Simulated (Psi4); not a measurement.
# B3LYP/6-31G(d) (Cartesian functions) run of GaBH3ClO (SMILES O[B](Cl)[GaH2])

What is the vertical ionisation energy of GaBH3ClO at B3LYP/6-31G* (Cartesian functions)? 

Program for the calculation: Psi4 1.11.

**1. The molecule**

GaBH3ClO has 7 atoms, charge 0, and is taken as a singlet. SMILES: `O[B](Cl)[GaH2]`. The coordinates come from a PBE0-D4/def2-TZVP relaxation. This is one conformer, not always the lowest.

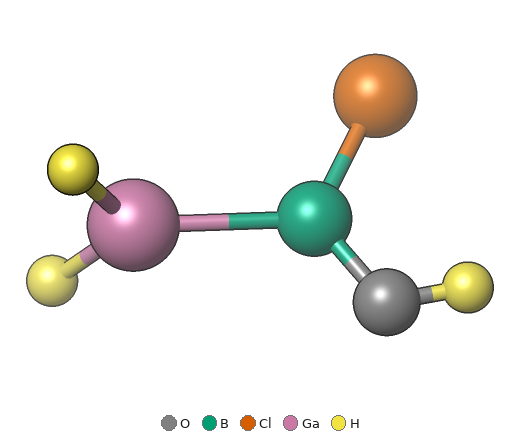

Viewed from a chosen angle; oxygen grey, boron teal, chlorine orange, gallium pink, hydrogen yellow.

**2. Energy and gradient at B3LYP/6-31G(d) (Cartesian functions)**

The input, calc.inp:

```
memory 2200 MB

molecule geom {
  0 1
  O
  B 1 r2
  Cl 2 r3 1 a3
  Ga 2 r4 1 a4 3 d4
  H 1 r5 2 a5 3 d5
  H 4 r6 2 a6 1 d6
  H 4 r7 6 a7 2 d7

  r2 = 1.344214
  r3 = 1.788539
  a3 = 118.374
  r4 = 2.094733
  a4 = 123.37232
  d4 = 179.99219
  r5 = 0.965448
  a5 = 114.08867
  d5 = -0.01238
  r6 = 1.572289
  a6 = 121.27201
  d6 = -91.53881
  r7 = 1.572367
  a7 = 117.36431
  d7 = 177.5162
  units angstrom
  symmetry c1
  no_reorient
  no_com
}

set basis 6-31G*
set puream false
set e_convergence 1e-09
set d_convergence 1e-08
set scf_type pk
set dft_radial_points 99
set dft_spherical_points 590

result, w = gradient('b3lyp', return_wfn=True)
oeprop(w, 'MAYER_INDICES', 'LOWDIN_CHARGES', 'MULLIKEN_CHARGES', title='B3LYP')
```

Launch:

```bash
psi4 -n 1 calc.inp calc.out
```

calc.out:

```text
[...]
  Running in c1 symmetry.
[...]
  Nuclear repulsion =  275.852683058120704
[...]
  Multiplicity = 1
[...]
  Nalpha       = 32
  Nbeta        = 32
[...]
    Number of basis functions: 90
[...]
   @RKS iter   1: -2484.47042390670276   -1.31567e+00   3.60432e-02 ADIIS/DIIS
[...]
   @RKS iter  13: -2486.76834966018032   -7.27596e-12   6.61426e-09 DIIS
[...]
    Orbital Energies [Eh]
    ---------------------
    Doubly Occupied:
       1A   -372.567169     2A   -101.545614     3A    -45.952665
       4A    -40.710324     5A    -40.706259     6A    -40.706045
       7A    -19.197949     8A     -9.464357     9A     -7.225085
      10A     -7.220332    11A     -7.219338    12A     -6.829558
      13A     -5.515744    14A     -3.804560    15A     -3.793553
      16A     -3.792577    17A     -1.060209    18A     -0.838363
      19A     -0.836057    20A     -0.831314    21A     -0.830162
      22A     -0.826301    23A     -0.824484    24A     -0.592178
      25A     -0.477759    26A     -0.457005    27A     -0.401275
      28A     -0.399636    29A     -0.334412    30A     -0.333557
      31A     -0.302259    32A     -0.270862
[...]
  @RKS Final Energy: -2486.76834966018032
   => Energetics <=
    Nuclear Repulsion Energy =            275.8526830581207037
    One-Electron Energy =               -4006.8832190840616931
    Two-Electron Energy =                1338.5521357353632084
    DFT Exchange-Correlation Energy =     -94.2899493696028372
    Empirical Dispersion Energy =           0.0000000000000000
    VV10 Nonlocal Energy =                  0.0000000000000000
    Total Energy =                      -2486.7683496601803199
[...]
 Multipole Moments:
 ------------------------------------------------------------------------------------
     Multipole            Electronic (a.u.)      Nuclear  (a.u.)        Total (a.u.)
 ------------------------------------------------------------------------------------
 L = 1.  Multiply by 2.5417464519 to convert [e a0] to [Debye]
 Dipole X            :         -0.0001762            0.0002479            0.0000717
 Dipole Y            :          3.1087876           -3.4005042           -0.2917166
 Dipole Z            :          2.5974563           -3.1783437           -0.5808874
 Magnitude           :                                                    0.6500221
[...]
  -Total Gradient:
     Atom            X                  Y                   Z
    ------   -----------------  -----------------  -----------------
       1       -0.000005579285    -0.008809759364     0.000680718158
       2        0.000005874728    -0.004349306723     0.000302331938
       3        0.000005037444     0.006962929173    -0.004106901465
       4        0.000013120238     0.000849843562     0.001576827912
       5       -0.000000047216     0.007350270195     0.003117320578
       6       -0.001683450778    -0.001010176053    -0.000788994108
       7        0.001664950770    -0.000997056613    -0.000775147134
[...]
  Mulliken Charges: (a.u.)
   Center  Symbol    Alpha    Beta     Spin     Total
       1     O     4.25129  4.25129  0.00000 -0.50258
       2     B     2.32072  2.32072  0.00000  0.35856
       3    CL     8.58850  8.58850  0.00000 -0.17701
       4    GA    15.56720 15.56720  0.00000 -0.13440
       5     H     0.29204  0.29204  0.00000  0.41592
       6     H     0.49012  0.49012  0.00000  0.01976
       7     H     0.49013  0.49013  0.00000  0.01974
   Total alpha = 32.00000, Total beta = 32.00000, Total charge = -0.00000
  Lowdin Charges: (a.u.)
[...]
```

Run time: 26 s. Hardware: 1 thread of Intel Xeon Platinum 8259CL at 2.50GHz (Skylake/Cascade Lake), shared host; peak memory 1.1 GiB.

**3. The doublet cation, same level**

The input, job.json:

```json
{
  "schema_name": "qcschema_input",
  "schema_version": 1,
  "molecule": {
    "schema_name": "qcschema_molecule",
    "schema_version": 2,
    "symbols": ["O", "B", "Cl", "Ga", "H", "H", "H"],
    "geometry": [-1.59776344, -2.32266238, 1.75196509, -0.06028226, -1.2564789, 0.0338261, 1.69886379, -3.2809425, -2.02295182, 0.38248057, 2.65733288, -0.36055974, -1.60796796, -4.14662604, 1.7119029, -1.30636767, 4.21881357, -2.24140416, 2.49065903, 4.13075234, 1.12722163],
    "molecular_charge": 1,
    "molecular_multiplicity": 2,
    "fix_symmetry": "c1",
    "fix_com": true,
    "fix_orientation": true
  },
  "driver": "gradient",
  "model": {
    "method": "b3lyp",
    "basis": "6-31G*"
  },
  "keywords": {
    "reference": "uks",
    "puream": false,
    "e_convergence": 1e-09,
    "d_convergence": 1e-08,
    "scf_type": "pk",
    "dft_radial_points": 99,
    "dft_spherical_points": 590,
    "maxiter": 100,
    "scf_properties": ["DIPOLE", "LOWDIN_CHARGES", "WIBERG_LOWDIN_INDICES"]
  }
}
```

Launch:

```bash
psi4 --qcschema job.json -n 1 --memory 2200MB
```

stdout (excerpt; [...] marks lines left out):

```text
[...]
  Running in c1 symmetry.
[...]
  Nuclear repulsion =  275.852652696018652
[...]
  Multiplicity = 2
[...]
  Nalpha       = 32
  Nbeta        = 31
[...]
    Number of basis functions: 90
[...]
   @UKS iter   1: -2484.01625567293740   -8.61498e-01   3.60962e-02 ADIIS/DIIS
[...]
   @UKS iter  17: -2486.41149792319402   -4.54747e-13   7.94637e-09 DIIS
[...]
   @S^2 Observed:                7.544552617E-01
[...]
  @UKS Final Energy: -2486.41149792319402
   => Energetics <=
    Nuclear Repulsion Energy =            275.8526526960186516
    One-Electron Energy =               -3991.5499439190352859
    Two-Electron Energy =                1323.3025595145898023
    DFT Exchange-Correlation Energy =     -94.0167662147670882
    Empirical Dispersion Energy =           0.0000000000000000
    VV10 Nonlocal Energy =                  0.0000000000000000
    Total Energy =                      -2486.4114979231935649
[...]
 Multipole Moments:
 ------------------------------------------------------------------------------------
     Multipole            Electronic (a.u.)      Nuclear  (a.u.)        Total (a.u.)
 ------------------------------------------------------------------------------------
 L = 1.  Multiply by 2.5417464519 to convert [e a0] to [Debye]
 Dipole X            :        -27.0064130           27.2303867            0.2239737
 Dipole Y            :         -6.0592305            5.9405431           -0.1186874
 Dipole Z            :         30.5272327          -30.7849613           -0.2577286
 Magnitude           :                                                    0.3614899
[...]
  -Total Gradient:
     Atom            X                  Y                   Z
    ------   -----------------  -----------------  -----------------
       1       -0.014018478898    -0.043589864303     0.014717873979
       2        0.014093292012     0.086118344678    -0.013633083729
       3        0.000240421957    -0.027113494536    -0.001043833033
       4       -0.007293526489    -0.048258287677     0.006955594171
       5        0.003294403182     0.010454040428    -0.003442320665
       6        0.008332604254     0.011031815462     0.003969957426
       7       -0.004643951979     0.011356822476    -0.007529474064
[...]
```

The result, in JSON:

```text
{
 "driver": "gradient",
 "model": {
  "method": "b3lyp",
  "basis": "6-31G*"
 },
 "success": true,
 "return_result": [-0.014018478898157244, -0.04358986430300127, 0.01471787397905669, 0.014093292011589265, 0.086118344678019, -0.013633083728637724, 0.0002404219567380128, -0.027113494535788263, -0.0010438330325988343, -0.007293526488869995, -0.04825828767703182, 0.006955594170951089, 0.003294403181738785, 0.010454040427588823, -0.003442320665000208, 0.008332604253513412, 0.011031815462094072, 0.00396995742642102, -0.004643951979022745, 0.011356822475569614, -0.007529474063621304],
 "properties": {
  "calcinfo_nbasis": 90,
  "calcinfo_nmo": 90,
  "calcinfo_nalpha": 32,
  "calcinfo_nbeta": 31,
  "calcinfo_natom": 7,
  "nuclear_repulsion_energy": 275.85265269601865,
  "return_energy": -2486.411497923194,
  "return_gradient": [-0.014018478898157244, -0.04358986430300127, 0.01471787397905669, 0.014093292011589265, 0.086118344678019, -0.013633083728637724, 0.0002404219567380128, -0.027113494535788263, -0.0010438330325988343, -0.007293526488869995, -0.04825828767703182, 0.006955594170951089, 0.003294403181738785, 0.010454040427588823, -0.003442320665000208, 0.008332604253513412, 0.011031815462094072, 0.00396995742642102, -0.004643951979022745, 0.011356822475569614, -0.007529474063621304],
  "scf_one_electron_energy": -3991.5499439190353,
  "scf_two_electron_energy": 1323.3025595145898,
  "scf_xc_energy": -94.01676621476709,
  "scf_dipole_moment": [0.22397372784428882, -0.11868736861987639, -0.25772856553257384],
  "scf_total_energy": -2486.411497923194,
  "scf_total_gradient": [-0.014018478898157244, -0.04358986430300127, 0.01471787397905669, 0.014093292011589265, 0.086118344678019, -0.013633083728637724, 0.0002404219567380128, -0.027113494535788263, -0.0010438330325988343, -0.007293526488869995, -0.04825828767703182, 0.006955594170951089, 0.003294403181738785, 0.010454040427588823, -0.003442320665000208, 0.008332604253513412, 0.011031815462094072, 0.00396995742642102, -0.004643951979022745, 0.011356822475569614, -0.007529474063621304],
  "scf_iterations": 17
 }
}
```

Run time: 44 s. Hardware: 1 thread of Intel Xeon Platinum 8259CL at 2.50GHz (Skylake/Cascade Lake), shared host; peak memory 1.1 GiB.

**4. Results**

At B3LYP/6-31G* (Cartesian functions):

```
                                          quantity           value
                    singlet GaBH3ClO: total energy  -2486.76835 Eh
                   singlet GaBH3ClO: dipole moment          1.65 D
                     singlet GaBH3ClO: HOMO energy        -7.37 eV
                     singlet GaBH3ClO: LUMO energy        -1.95 eV
                   singlet GaBH3ClO: HOMO–LUMO gap         5.42 eV
        singlet GaBH3ClO: largest force on an atom      0.454 eV/Å
                      doublet cation: total energy  -2486.41150 Eh
doublet cation: HOMO energy (highest over α and β)       -13.95 eV
 doublet cation: LUMO energy (lowest over α and β)       -12.04 eV
                              doublet cation: ⟨S²⟩           0.754
          doublet cation: largest force on an atom      4.542 eV/Å
vertical ionisation energy (to the doublet cation)        9.710 eV
```

In words: The vertical ionisation energy comes to 9.71 eV (937 kJ/mol). The largest force (singlet GaBH3ClO) is 0.45 eV/Å: the shape isn't a stationary point for this species at this level. The negative HOMO energy of the first species, 7.37 eV, lies 2.34 eV below that difference. Mulliken charges (singlet GaBH3ClO) run from -0.50 on O1 to +0.42 on H5.
